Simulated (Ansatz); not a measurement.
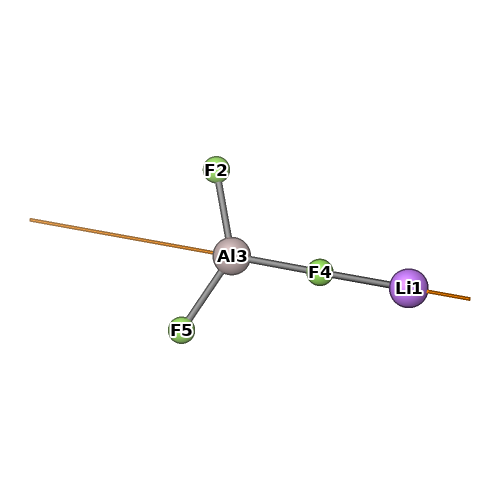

A line through the centre of mass is drawn in. Depth is shown by fading: the farther an atom, the more it takes the colour of the background. Charge +1, singlet. Computed geometry: PBE-D4/def2-SVP optimisation. No frequency run is at hand to confirm it as a minimum.

### Is the line a proper rotation axis of the structure, and of what order?

Yes, a C2 axis. A turn by 180° leaves Li1, Al3, F4 in place and moves F2 ↔ F5. The point group is C2v.
